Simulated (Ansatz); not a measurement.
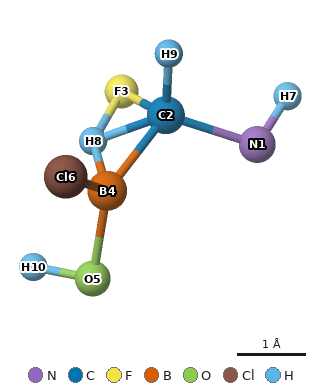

This is the input geometry for a relaxation of CH4BClFNO. A ball-and-stick model, seen from a free direction.

The run prepares an end point of a later path (hydrogen shift) calculation, from a guessed geometry.

Theory: RKS r2SCAN/cc-pVDZ in Ansatz 0.2.0.

Input file:
```yaml
crystal:
  periodic: [false, false, false]
  atoms:
    - { symbol: "N", position_ang: [0.12, -1.4622, -0.5344] }
    - { symbol: C, position_ang: [0.4014, -0.3444, 0.3803] }
    - { symbol: F, position_ang: [1.6967, 0.0226, 0.1995] }
    - { symbol: B, position_ang: [-0.4404, 0.9389, 0.0934] }
    - { symbol: O, position_ang: [-0.4821, 1.5693, -1.2294] }
    - { symbol: Cl, position_ang: [-1.6361, 1.5892, 1.4103] }
    - { symbol: H, position_ang: [0.7765, -2.1951, -0.383] }
    - { symbol: H, position_ang: [0.70858, 0.77164, 0.23754] }
    - { symbol: H, position_ang: [0.2604, -0.6661, 1.4711] }
    - { symbol: H, position_ang: [0.2195, 2.2724, -1.1076] }
basis:
  gaussian: { orbitals: cc-pVDZ }
hamiltonian:
  xc: r2scan
relax:
  f_tol: 0.02
  max_steps: 50
```

Launched with:
```bash
ansatz run input.yaml --threads 2 --pin off --max-ram 3072MiB --backend cpu --events-out ev --progress --plain --runs-dir out
```

Where does the relaxation end?

Answer. The largest move after the best rigid fit is that of Cl6, 1.96 Å. Largest moves by element: Cl 1.96 Å, H 1.93 Å, N 1.50 Å, F 1.14 Å, C 0.80 Å, O 0.72 Å. Among the contacts that change: B4–H8 1.170 → 2.789 Å, N1–B4 2.544 → 1.425 Å, C2–B4 1.561 → 2.474 Å, F3–H8 1.241 → 2.008 Å. New bonds form: N1–B4 (2.54 → 1.42 Å). Bonds break: B4–H8 (1.17 → 2.79 Å), C2–B4 (1.56 → 2.47 Å). Bond angles that change, for instance: F3–C2–H8 58.3° → 104.8°, N1–C2–H8 134.5° → 111.6°, B4–O5–H10 99.9° → 110.6°. Groups turn about B4–O5 by about 105°. After 27 geometry steps the energy has fallen by 226.7 kcal/mol. Largest force component: 9.9 eV/Å at the start, 0.011 eV/Å at the end.

History of the run:

| step | E − E(0), kcal/mol | largest force component, eV/Å |
| --- | --- | --- |
| 0 | 0.00 | 9.9123 |
| 1 | -55.06 | 5.6062 |
| 2 | -86.61 | 2.4774 |
| 3 | -101.56 | 1.9000 |
| 4 | -112.06 | 1.3744 |
| 5 | -120.59 | 1.6518 |
| 6 | -132.26 | 2.0265 |
| 7 | -151.79 | 1.9845 |
| 8 | -173.35 | 2.0378 |
| 9 | -176.80 | 7.0542 |
| 10 | -197.02 | 2.0517 |
| 11 | -206.73 | 1.1653 |
| 12 | -209.59 | 1.5719 |
| 13 | -212.73 | 0.6602 |
| 14 | -215.39 | 0.4484 |
| 15 | -218.02 | 0.3555 |
| 16 | -220.67 | 0.2905 |
| 17 | -223.02 | 0.4411 |
| 18 | -223.75 | 1.5009 |
| 19 | -225.33 | 0.8099 |
| 20 | -225.52 | 0.9545 |
| 21 | -226.33 | 0.5158 |
| 22 | -226.59 | 0.1795 |
| 23 | -226.64 | 0.1619 |
| 24 | -226.72 | 0.0506 |
| 25 | -226.74 | 0.0351 |
| 26 | -226.75 | 0.0403 |
| 27 | -226.75 | 0.0111 |

The structure at the end:

```xyz
10

N    -0.2131   -0.3267    0.3870
C     1.2019   -0.3001    0.3719
F     1.6946   -0.0730   -0.9406
B    -0.9756    0.7858   -0.0729
O    -0.4090    1.9065   -0.5931
Cl   -2.7509    0.7174    0.0571
H    -0.6546   -1.2327    0.4906
H     1.5986    0.5378    0.9703
H     1.6224   -1.2532    0.7230
H     0.5102    1.7344   -0.8555
```

After the run, drawn alike:

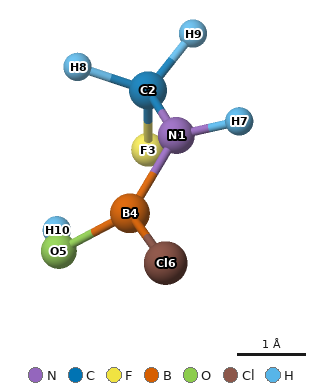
